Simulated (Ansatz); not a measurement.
# SiAsH4 (doublet): from Hartree-Fock to the top rungs at a displaced geometry (v1), cc-pVDZ

Aim: climb from Hartree-Fock through coupled cluster for SiAsH4 (doublet) at one geometry and basis, and see what each rung misses.

The runs use Ansatz 0.2.0, Gaussian basis; cc-pVDZ, core rule «outside noble gas», up to 19 orbitals frozen.

To be run: UHF; CCSD(T) on ROHF; CCSD(T) on UHF; BCCD(T) on ROHF; CISD; CCSDT(Q) on ROHF; CCSDT(Q) on UHF.

23 further runs of the same task are left out: 1 for a known fault of the program, 8 that didn't finish, 14 set aside as unsound or not needed.

### 1 The system

The geometry is a PBE0/def2-TZVP stationary point (not a proven minimum) with its atoms shifted at random (size 0.040 Å). No spin-orbit coupling is included. The filled d shell of As may be among the frozen orbitals whatever the setting's name suggests; the logs give the count.

6 atoms, charge 0, spin multiplicity 2.

Atoms are counted from 1 here; the program's logs count them from 0.

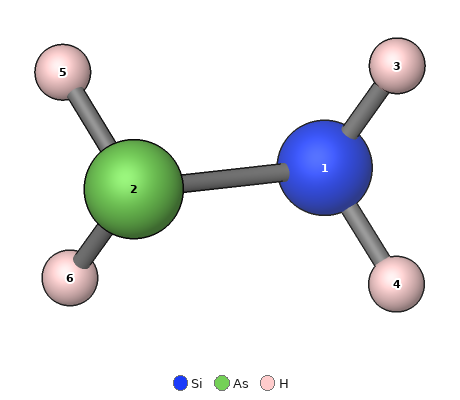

The structure; silicon blue, arsenic green, hydrogen pink; atoms are numbered from 1 in the order of the file.

### 2 UHF

in.yaml reads:

```yaml
crystal:
  periodic: [false, false, false]
  atoms:
    - {symbol: Si, position_ang: [-0.122719, 0.011265, 1.691568]}
    - {symbol: As, position_ang: [0.058855, -0.004877, -0.668966]}
    - {symbol: H, position_ang: [0.610817, -1.155536, 2.178374]}
    - {symbol: H, position_ang: [0.508039, 1.201590, 2.208175]}
    - {symbol: H, position_ang: [-1.068913, -1.096207, -0.916429]}
    - {symbol: H, position_ang: [-1.005203, 1.098782, -0.879246]}
basis:
  gaussian: {orbitals: cc-pVDZ}
magnetization: {spin_polarized: true, initial_magnetization: 1}
hamiltonian: {xc: hf}
output: {orbitals: {seedname: orbitals}}
```

The run is started by

```bash
$ ansatz run in.yaml --threads 1 --pin off --events-out ev --progress --plain --max-ram 2393MiB
```

After this run come: CCSD(T) on ROHF; CCSD(T) on UHF; BCCD(T) on ROHF; CISD; CCSDT(Q) on ROHF; CCSDT(Q) on UHF.

**Question.** What will the summary of the whole plan be? Wanted: UCCSDT(Q) below the RHF energy; RMP2 from UCCSDT(Q); UMP2 from UCCSDT(Q); RCCSD from UCCSDT(Q); RCCSD(T) from UCCSDT(Q); UCCSD(T) from UCCSDT(Q); RCCSDT(Q) from UCCSDT(Q); T1 diagnostic.

The runs gave:

| quantity | value |
| --- | --- |
| UCCSDT(Q) below the RHF energy | -6.9189 eV |
| RMP2 from UCCSDT(Q) | +135.7 kJ/mol |
| UMP2 from UCCSDT(Q) | +135.2 kJ/mol |
| RCCSD from UCCSDT(Q) | +22.1 kJ/mol |
| RCCSD(T) from UCCSDT(Q) | +4.1 kJ/mol |
| UCCSD(T) from UCCSDT(Q) | +4.1 kJ/mol |
| RCCSDT(Q) from UCCSDT(Q) | +0.1 kJ/mol |
| levels within 1 kcal/mol (43 meV) | RCCSD(T), UCCSD(T), BCCD(T), RCCSDT, UCCSDT, RCCSDT(Q) |
| T1 diagnostic | 0.020 |

**Reading.** RCCSD(T) lands +4.1 kJ/mol from the yardstick (0.6 % of the correlation energy). These misses are within one basis, not against nature; the frozen cores of restricted and unrestricted runs differ, which can shift their rows.
